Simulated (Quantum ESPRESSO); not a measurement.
## Cost against accuracy: K_POINTS for KBr (Fm-3m, 2 atoms in the cell)

```
CELL_PARAMETERS angstrom
     -3.29882     0.00000     3.29882
      0.00000     3.29882     3.29882
     -3.29882     3.29882     0.00000
ATOMIC_POSITIONS crystal
  K  0.00000 0.00000 0.00000
  Br 0.50000 0.50000 0.50000
```

Method: PBE, GBRV 1.5 ultrasoft (PBE) pseudopotentials (plane waves; Quantum ESPRESSO).

Base settings: ecutwfc = 40 Ry; ecutrho = 200 Ry; occupations = fixed; potentials = {K: k_pbe_v1.4.uspp.F.UPF, Br: br_pbe_v1.4.uspp.F.UPF}; K_POINTS = automatic 9 9 9 0 0 0; nbnd = 14; conv_thr = 1e-11 Ry; mixing_beta = 0.5.

Misses are taken against the tightest run, automatic 21 21 21 0 0 0, which need not be fully converged itself. The energy is the free energy per atom.

The count of work is k-points × plane waves × bands × iterations; it is no time, and leaves out set-up, grids and terms that scale otherwise. Core times come from one kind of shared machine and are given to one figure; runs under 30 s give none.

The starting cell comes from a database of computed structures (which also holds hypothetical and non-ambient phases and stackings), without a prior relaxation at this level. Its lattice was rescaled by a random factor within 2.5 % of one.

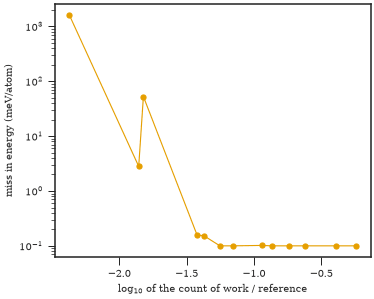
Figure. Miss against the count of work; the reference run is not drawn, and misses under 0.1 meV/atom are drawn there.

| K_POINTS | energy less reference (meV/atom) | pressure less reference (GPa) | count of work / reference | core time / reference (rough) |
|---|---|---|---|---|
| automatic 1 1 1 0 0 0 | 1610.83 | 12.27 | 0.0043 | – |
| automatic 2 2 2 0 0 0 | 52.77 | 0.53 | 0.015 | – |
| automatic 3 3 3 0 0 0 | 2.81 | 0.03 | 0.014 | – |
| automatic 4 4 4 0 0 0 | 0.16 | 0.01 | 0.038 | – |
| automatic 5 5 5 0 0 0 | 0.15 | 0.00 | 0.043 | – |
| automatic 6 6 6 0 0 0 | 0.09 | 0.00 | 0.056 | – |
| automatic 7 7 7 0 0 0 | -0.01 | 0.00 | 0.070 | – |
| automatic 8 8 8 0 0 0 | 0.10 | 0.00 | 0.11 | – |
| automatic 9 9 9 0 0 0 | -0.05 | 0.00 | 0.14 | – |
| automatic 10 10 10 0 0 0 | 0.00 | 0.00 | 0.18 | – |
| automatic 11 11 11 0 0 0 | 0.03 | 0.00 | 0.24 | 0.4 |
| automatic 14 14 14 0 0 0 | 0.00 | 0.00 | 0.41 | 0.4 |
| automatic 17 17 17 0 0 0 | 0.00 | 0.00 | 0.58 | 0.7 |
| automatic 21 21 21 0 0 0 | 0.00 | 0.00 | 1.0 | 1 |

Coarsest setting among those run that, with all tighter ones, holds the energy within 10 meV/atom of the reference: automatic 3 3 3 0 0 0, off by 2.8 meV/atom; it needs 0.014 of the reference's count of work.

Coarsest setting among those run that, with all tighter ones, holds the energy within 1 meV/atom of the reference: automatic 4 4 4 0 0 0, off by 0.16 meV/atom; it needs 0.038 of the reference's count of work.

The step from automatic 2 2 2 0 0 0 to automatic 5 5 5 0 0 0: it takes the miss in the energy from 53 to 0.15 meV/atom, for 2.8 times the count of work.
